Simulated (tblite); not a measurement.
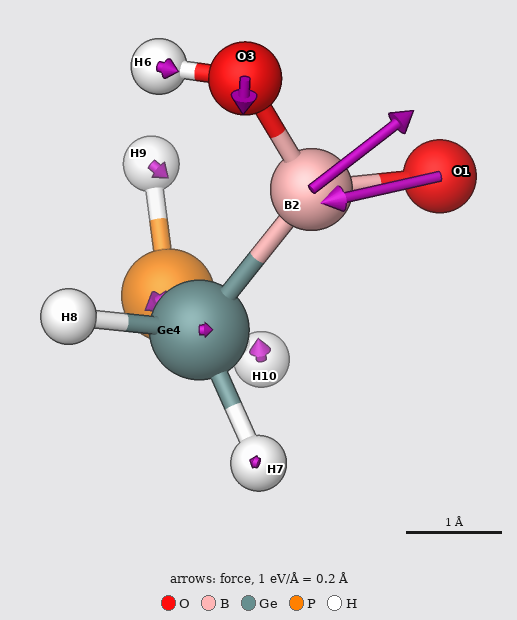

Starting geometry of BGePH₅O₂ (multiplicity 2) with the computed forces as purple arrows. The picture is a ball-and-stick view, seen from a free direction.

The calculation used tblite, GFN2-xTB geometry optimisation, gas phase. 

### Is this structure relaxed? If not, where do the atoms go?

It isn't relaxed: the largest force vector, on the B atom, is 7.17 eV/Å. The final displacements follow the starting forces only in part (cosine between the two patterns 0.34). Over 121 geometry steps the energy falls by 300.7 kJ/mol. The atom that moves furthest after the best rigid fit is an H atom (1.07 Å). Largest moves by element: H 1.07 Å, B 0.95 Å, O 0.76 Å, Ge 0.38 Å, P 0.16 Å. Near-neighbour distances that change, for instance: B–Ge 2.028 → 3.104 Å, B–O 1.469 → 1.195 Å, B–O 1.462 → 1.308 Å, Ge–O 2.973 → 2.851 Å. Bonds break, among them: B–Ge (2.03 → 3.10 Å). Bond angles that change, for instance: O–B–O 120.1° → 175.8°, H–P–H 113.8° → 92.5°, Ge–P–H 112.7° → 95.3°. Cost: 0.46 s on 1 thread of Arm Neoverse V2, on a shared host.
